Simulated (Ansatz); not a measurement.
# One shape, several levels: AlClF2 (SMILES [F][Al]([F])[Cl])

Wanted: a comparison of 6 runs (UHF/STO-3G, PBE/STO-3G, SVWN5/STO-3G, wB97X/STO-3G, CCSDT(Q)/STO-3G, CCSD(T)/STO-3G) of AlClF2. 

The results are computed with Ansatz 0.2.0.

53 further runs of the same task are left out: 4 that didn't finish, 49 set aside as unsound or not needed.

## Step 1: The structure to begin with

AlClF2: 4 atoms, total charge 0, spin state singlet. As SMILES, `[F][Al]([F])[Cl]`. The Cl4–Al2 distance was set to 3.091 Å, away from the relaxed value.

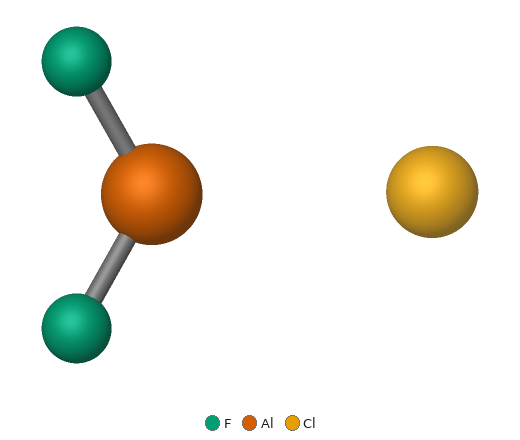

The structure, seen from a chosen angle (fluorine teal, aluminium orange, chlorine amber).

## Step 2: A single-point energy at UHF/STO-3G (run 1)

molecule.yaml reads:

```yaml
crystal:
  periodic: [false, false, false]
  atoms:
    - {symbol: F, position_ang: [1.701802, 0.205000, 1.695684]}
    - {symbol: Al, position_ang: [0.773882, -0.567510, 0.599614]}
    - {symbol: F, position_ang: [0.978092, -2.170580, 0.381384]}
    - {symbol: Cl, position_ang: [-1.339980, 0.982810, -1.038560]}
basis:
  gaussian: {orbitals: STO-3G}
magnetization: {spin_polarized: true, initial_magnetization: 0}
hamiltonian: {xc: hf}
accuracy: high
```

Launch:

```sh
$ ansatz run molecule.yaml --threads 1 --pin off --max-ram 3480MiB --events-out events.jsonl --progress --plain --runs-dir runs
```

Log:

```text
Warning: RAYON_NUM_THREADS=1 ignored (pool sized by the plan → 1); use --threads N
Functional definition: HF
  name "HF"
  exchange = exact_x
  correlation = 0
486 factors; integrals over basis functions are off by at most 3.9e-8 eV
mean field evaluation 1: about -24205.3618 eV, gradient 2.0e1 eV
mean field evaluation 2: about -24205.3828 eV, gradient 2.0e1 eV
mean field evaluation 4: about -24209.6057 eV, gradient 7.4e-1 eV
mean field evaluation 8: about -24209.6077 eV, gradient 2.4e-5 eV
mean field evaluation 16: about -24209.6896 eV, gradient 2.7e-1 eV
mean field evaluation 32: about -24209.6469 eV, gradient 4.7e-1 eV
mean field evaluation 64: about -24209.5832 eV, gradient 7.0e-1 eV
mean field evaluation 96: about -24207.4772 eV, gradient 4.7e0 eV
mean field evaluation 128: about -24209.6077 eV, gradient 1.8e-2 eV
mean field -24209.69188521 eV, -889.6897668631 hartree, gradient 2.8e-8 eV, S^2 0.314003; 2 other end points of the search recorded, 0 dependent functions left out
reference -24209.69188521 eV, -889.6897668631 hartree; 24, 24 occupied and 4, 4 virtual orbitals, 486 factors
Total energy: -24209.69188521 eV, -889.6897668631 hartree
```

It took 0.46 s on 1 thread of Arm Neoverse V2, shared host.

## Step 3: A single-point energy at PBE/STO-3G (run 2)

run.yaml reads:

```yaml
crystal:
  periodic: [false, false, false]
  atoms:
    - {symbol: F, position_ang: [1.701802, 0.205000, 1.695684]}
    - {symbol: Al, position_ang: [0.773882, -0.567510, 0.599614]}
    - {symbol: F, position_ang: [0.978092, -2.170580, 0.381384]}
    - {symbol: Cl, position_ang: [-1.339980, 0.982810, -1.038560]}
basis:
  gaussian: {orbitals: STO-3G}
total_charge: 0
hamiltonian: {xc: pbe}
accuracy: high
```

Launch:

```sh
$ ansatz run run.yaml --threads 1 --pin off --max-ram 3480MiB --events-out events.jsonl --progress --plain --runs-dir runs
```

Log:

```text
Warning: RAYON_NUM_THREADS=1 ignored (pool sized by the plan → 1); use --threads N
Functional definition: PBE
  name "PBE"
  parameter kappa = 0.804
  parameter beta = 0.06672455060314922
  exchange = pbe_x(kappa = kappa, mu = beta*pi^2/3)
  correlation = pbe_c(beta = beta)
486 factors; integrals over basis functions are off by at most 3.9e-8 eV
mean field evaluation 1: about -24239.7847 eV, gradient 2.9e1 eV
mean field evaluation 2: about -24142.1782 eV, gradient 7.8e1 eV
mean field evaluation 4: about -24235.1743 eV, gradient 3.3e1 eV
mean field evaluation 8: about -24244.9506 eV, gradient 1.1e-1 eV
mean field evaluation 16: about -24223.7997 eV, gradient 1.1e1 eV
mean field -24244.95069730 eV, -890.9855043080 hartree, gradient 1.4e-8 eV, S^2 0.000000; 0 other end points of the search recorded, 0 dependent functions left out
reference -24244.95069896 eV, -890.9855043689 hartree; 24, 24 occupied and 4, 4 virtual orbitals, 486 factors
Total energy: -24244.95069896 eV, -890.9855043689 hartree
```

Wall time 1.3 s (1 thread of Arm Neoverse V2, shared host); peak memory 0.1 GiB.

Run 3 isn't shown in full; the table further down has it.

## Step 4: A single-point energy at wB97X/STO-3G (run 4)

in.yaml reads:

```yaml
crystal:
  periodic: [false, false, false]
  atoms:
    - symbol: F
      position_ang: [1.701802, 0.205000, 1.695684]
    - symbol: Al
      position_ang: [0.773882, -0.567510, 0.599614]
    - symbol: F
      position_ang: [0.978092, -2.170580, 0.381384]
    - symbol: Cl
      position_ang: [-1.339980, 0.982810, -1.038560]
basis:
  gaussian:
    orbitals: STO-3G
hamiltonian:
  xc: {name: wB97X}
accuracy: high
```

Launch:

```sh
$ ansatz run in.yaml --threads 1 --pin off --max-ram 3480MiB --events-out events.jsonl --progress --plain --runs-dir runs
```

Log:

```text
Warning: RAYON_NUM_THREADS=1 ignored (pool sized by the plan → 1); use --threads N
Functional definition: wB97X
  name "wB97X"
  parameter omega = 0.3/bohr
  parameter cx = 0.157706
  parameter cx1 = 0.726479
  parameter cx2 = 1.04760
  parameter cx3 = -5.70635
  parameter cx4 = 13.2794
  parameter css1 = -4.33879
  parameter css2 = 18.2308
  parameter css3 = -31.7430
  parameter css4 = 17.2901
  parameter cos1 = 2.37031
  parameter cos2 = -11.3995
  parameter cos3 = 6.58405
  parameter cos4 = -3.78132
  exchange = spin_sum(e_x_unif_sr(omega)*poly(b97_u_x, 1 - cx, cx1, cx2, cx3, cx4)) + cx*exact_x_sr(omega)
      + exact_x_lr(omega)
  correlation = spin_sum(e_c_pw_same_spin*poly(b97_u_same, 1, css1, css2, css3, css4))
      + integral(e_c_pw_opposite_spin*poly(b97_u_opposite, 1, cos1, cos2, cos3, cos4))
486 factors; integrals over basis functions are off by at most 3.9e-8 eV
175 factors; integrals over basis functions are off by at most 6.5e-10 eV
mean field evaluation 1: about -24253.4467 eV, gradient 3.0e1 eV
mean field evaluation 2: about -24256.7755 eV, gradient 2.3e1 eV
mean field evaluation 4: about -24258.4585 eV, gradient 3.7e-1 eV
mean field evaluation 8: about -24258.4366 eV, gradient 5.8e-3 eV
mean field evaluation 16: about -24258.4366 eV, gradient 1.7e-6 eV
mean field -24258.43659771 eV, -891.4811020069 hartree, gradient 5.1e-8 eV, S^2 0.000000; 0 other end points of the search recorded, 0 dependent functions left out
reference -24258.43659634 eV, -891.4811019567 hartree; 24, 24 occupied and 4, 4 virtual orbitals, 486 factors
Total energy: -24258.43659634 eV, -891.4811019567 hartree
```

It took 6.3 s on 1 thread of Arm Neoverse V2, shared host; peak memory 0.28 GiB.

Run 5 isn't shown in full; the table further down has it.

## Step 5: The energy at CCSD(T)/STO-3G (run 6)

run.yaml: that of step 3 with these lines changed.

```diff
@@ -9,4 +9,4 @@
   gaussian: {orbitals: STO-3G}
-total_charge: 0
-hamiltonian: {xc: pbe}
+correlation: {method: ccsd_t, frozen_orbitals: {Al: 5, Cl: 5, F: 1}}
+scf: {omitted_lower_state_checks: [cluster_reference, increment]}
 accuracy: high
```

Launch:

```sh
$ ansatz run run.yaml --threads 1 --pin off --max-ram 3480MiB --events-out events.jsonl --progress --plain --runs-dir runs
```

Log:

```text
Warning: RAYON_NUM_THREADS=1 ignored (pool sized by the plan → 1); use --threads N
[... 11 lines left out ...]
12 core orbitals not correlated: weight in the atoms' cores, before any rotation towards them, 1.000 or more for the frozen orbitals, at most 0.000 for the correlated occupied ones
[... 25 lines left out ...]
Total energy: -24212.29991683 eV, -889.7856102573 hartree
Checks for a lower state left out: cluster_reference, increment
```

Run time: 0.24 s. Hardware: 1 thread of Arm Neoverse V2, shared host.

## Step 6: Overview of the runs

| run | level | frozen core orbitals | energy (Eh) | wall time |
| --- | --- | --- | --- | --- |
| 1 | UHF/STO-3G | – | -889.689767 | 0.46 s |
| 2 | PBE/STO-3G | – | -890.985504 | 1.3 s |
| 3 | SVWN5/STO-3G | – | -887.621608 | 0.78 s |
| 4 | wB97X/STO-3G | – | -891.481102 | 6.3 s |
| 5 | CCSDT(Q)/STO-3G | 12 | -889.787003 | 0.58 s |
| 6 | CCSD(T)/STO-3G | 12 | -889.785610 | 0.24 s |

## Step 7: Results

```
                                           quantity          value
                                run 6: total energy  -889.78561 Eh
run 6: correlation energy (12 core orbitals frozen)      -98.9 mEh
                              run 6: (T) correction      -8.73 mEh
                               run 6: T1 diagnostic          0.025
```

In words: Below the UHF energy at the same shape and in the same basis (STO-3G): CCSDT(Q) -97.2 mEh; CCSD(T) -95.8 mEh. Some of these start from another determinant than that one, so these aren't their correlation energies. Totals of different functionals can't be ranked against each other. In runs 5, 6 the log says that unrestricted orbitals would lower the reference, so the values rest on an unstable closed-shell determinant (other closed-shell runs at this shape may share the fault). In runs 1, 2, 3, 4, 5, 6 the basis is minimal, so the values are rough. Spin contamination of the reference: run 1 ⟨S²⟩ = 0.31. All runs together took 9.7 s, the longest 6.3 s.
